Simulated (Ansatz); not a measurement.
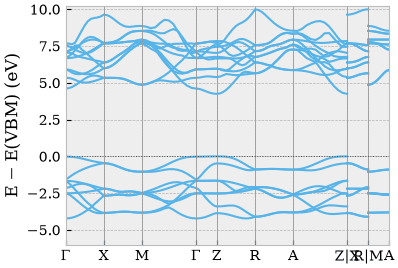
*Band structure from r²SCAN in the plane-wave PAW code Ansatz*

**Question.** Read off the gap and where the band edges lie.

**Answer.** About 4.3 eV (4.25 eV by a search for the band edges); maximum at Z, minimum at Z.

**Question.** Which compound is it?
A) MnF2, rutile
B) CaHCl, P4/nmm (Ca on 2c, H on 2a, Cl on 2c)
C) HfO2, P4_2/nmc (Hf on 2a, O on 4d)
D) BiBrO, P4/nmm (Bi on 2c, Br on 2c, O on 2a)

**Answer.** B, CaHCl, P4/nmm (Ca on 2c, H on 2a, Cl on 2c)

The workflow started from a Materials Project entry (that database holds measured and hypothetical structures alike); the Crystallography Open Database files this formula in space group No. 129, but the cells were not matched. Its standing as an ambient phase is unchecked. Symmetry was held in the r²SCAN relaxation; whether a distortion lowers the energy is not shown.

Potentials: the later of the program's two PAW sets.
